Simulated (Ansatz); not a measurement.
## Electronic structure of C4H9F2In (SMILES C[C](C)(C)[In]([F])[F]) in real space

Input file:

```
crystal:
  periodic: [false, false, false]
  atoms:
    - {symbol: C, position_ang: [0.480460, 0.592198, 1.356743]}
    - {symbol: C, position_ang: [0.024632, -0.085499, 0.072083]}
    - {symbol: C, position_ang: [1.077761, -1.062559, -0.426205]}
    - {symbol: C, position_ang: [-1.306537, -0.791491, 0.290768]}
    - {symbol: In, position_ang: [-0.280165, 1.458641, -1.429784]}
    - {symbol: F, position_ang: [-1.471796, 2.995237, -1.254377]}
    - {symbol: F, position_ang: [0.550372, 1.603501, -3.188578]}
    - {symbol: H, position_ang: [0.611780, -0.172491, 2.134485]}
    - {symbol: H, position_ang: [-0.249666, 1.314378, 1.729359]}
    - {symbol: H, position_ang: [1.440266, 1.102387, 1.242405]}
    - {symbol: H, position_ang: [0.781381, -1.558376, -1.353201]}
    - {symbol: H, position_ang: [1.227409, -1.843498, 0.331751]}
    - {symbol: H, position_ang: [2.044177, -0.582802, -0.596569]}
    - {symbol: H, position_ang: [-1.663545, -1.299318, -0.608868]}
    - {symbol: H, position_ang: [-1.177772, -1.559726, 1.065459]}
    - {symbol: H, position_ang: [-2.088757, -0.110582, 0.634539]}
basis:
  gaussian: {orbitals: def2-TZVPP}
hamiltonian: {xc: pbe0, dispersion: d4}
output: {orbitals: {seedname: orbitals}}
```

Command:

```sh
ansatz run in.yaml --threads 4 --pin off --events-out ev --progress --plain --max-ram 11315MiB
```

Geometry: PBE0-D4/def2-TZVP; core potentials replace the inner electrons of In.

Computed with RKS PBE0-D4/def2-TZVPP (Ansatz).

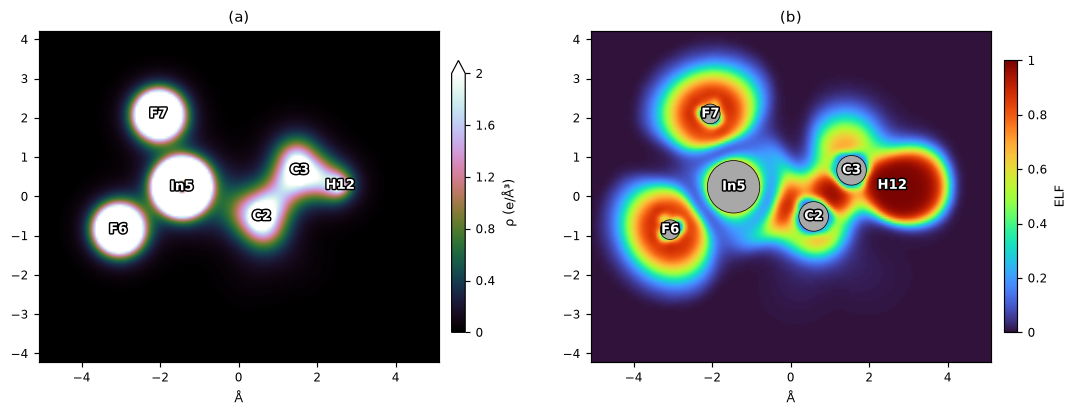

Figure 1. (a) electron density; (b) electron localisation function on the plane of atoms C2, C3 and H12. Grey discs cover the atomic cores in the ELF map.

Q: What does the map show?

A:
- Atoms in the plane: C, In, F and H.
- C–C (1.52 Å): the density is about 1.7 e/Å³ at the midpoint; the ELF peaks at about 0.95 between the atoms: a shared electron pair.
- In–F (1.95 Å): the density is about 0.78 e/Å³ at the midpoint; the ELF peaks at about 0.80 in the valence shell of F, 0.5 Å from its nucleus, and drops to about 0.10 between the two atoms.
- C–In (2.18 Å): ρ is about 0.67 e/Å³ halfway; the ELF peaks at about 0.85 in the valence shell of C, 0.7 Å from its nucleus, and drops to about 0.20 between the two atoms.
- C–H (1.10 Å): the density is about 2 e/Å³ at the midpoint; the ELF climbs to about 1 towards the hydrogen, as it does in any bond to H: an ordinary covalent bond to hydrogen.
- The ELF also peaks beside F6 and F7, away from the bonds: lone-pair regions.

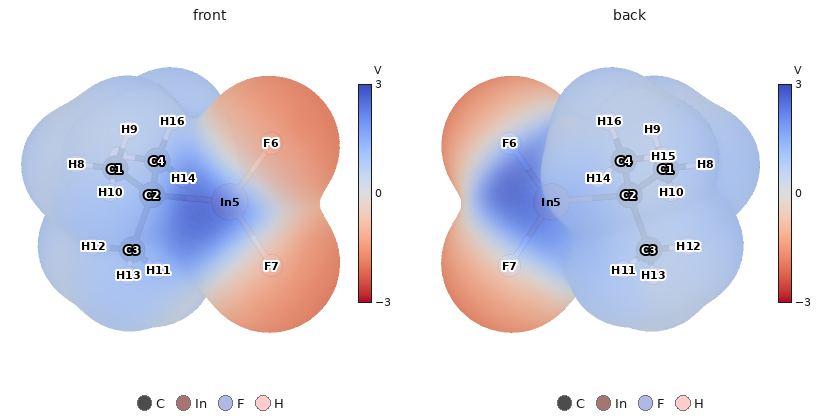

Figure 2. The molecular electrostatic potential painted on the density surface at 0.001 e/bohr³, seen from the front and from behind; red is negative and blue positive.

Q: Where is the surface potential most negative and most positive?

A: The most negative region (about −1.7 V) lies over F6 and F7, the most positive (about +2.5 V) over In5.

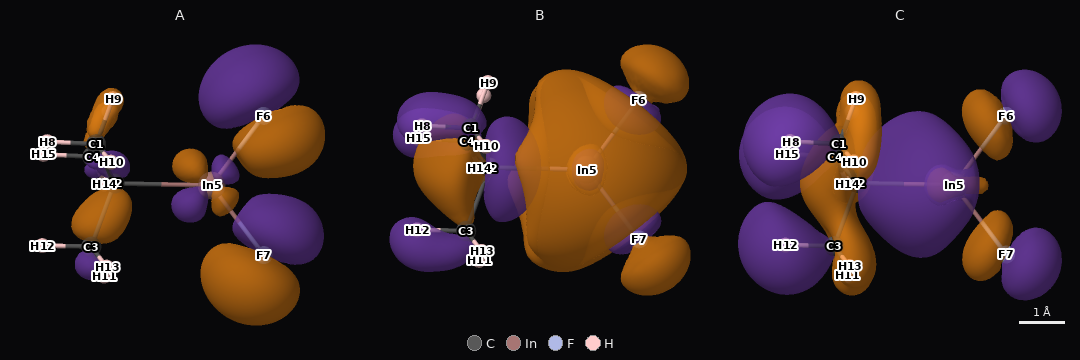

Figure 3. Three frontier orbitals at ±0.05 Å⁻³ᐟ² (orange and purple are the two phases), in no order.

Q: Which picture is the HOMO−1, the HOMO and the LUMO?

A: A is the HOMO−1 (−9.82 eV). Its weight (Hirshfeld) is mainly on F6 (about 50 %), F7 (about 45 %) and In5 (about 5 %); largely a combination of lone pairs on F6 and F7. C is the HOMO (−7.95 eV). Its weight (Hirshfeld) is mainly on C2 (about 25 %), In5 (about 25 %), F6 (about 10 %), F7 (about 10 %), C1 (about 5 %) and C3 (about 5 %). B is the LUMO (−1.70 eV). By Hirshfeld shares it lies mainly on In5 (about 50 %), C2 (about 15 %), F7 (about 10 %) and F6 (about 10 %).

Q: What is the HOMO–LUMO gap?

A: 6.25 eV between the orbital energies.
